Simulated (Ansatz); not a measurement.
Method: PBE (plane waves to 420 eV, PAW; Ansatz, a quantum-chemistry and plane-wave program).

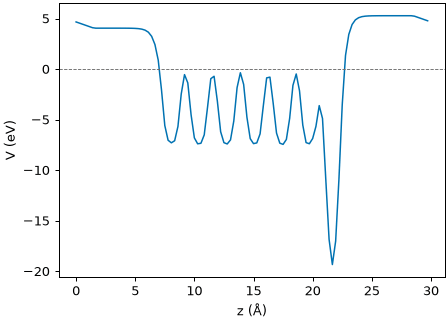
Fig. 1. Electrostatic potential energy of an electron, averaged over planes parallel to the surface, in eV from the Fermi level, for a constructed model of the (111) surface of fcc Al, a pseudomorphic layer of Os in the other hollow (bottom of the slab: a bare face, its two planes held)

Model: 7-atom slab, 13.9 Å thick at the start with caps and adatoms (thin: gaps and levels are the slab's own), 15x15x1 mesh, Fermi-Dirac 0.1 eV, dipole correction, 2 atoms held, the rest relaxed; held to the start's symmetry, so lower structures may exist; no spin, no spin-orbit, no U. In PBE it lies 0.10 eV a 1x1 cell over the lowest computed structure of the same composition (a pseudomorphic layer of Os in the host's stacking).

**Question.** The surface cell has an area of 7.07 Å². What dipole along the normal does the step between the two vacuum levels imply?

**Answer.** the top vacuum level lies 1.23 eV above the bottom one; p = −ε₀ A ΔV (ε₀ = 0.005526 e/(V·Å)) gives -0.05 e·Å a cell.
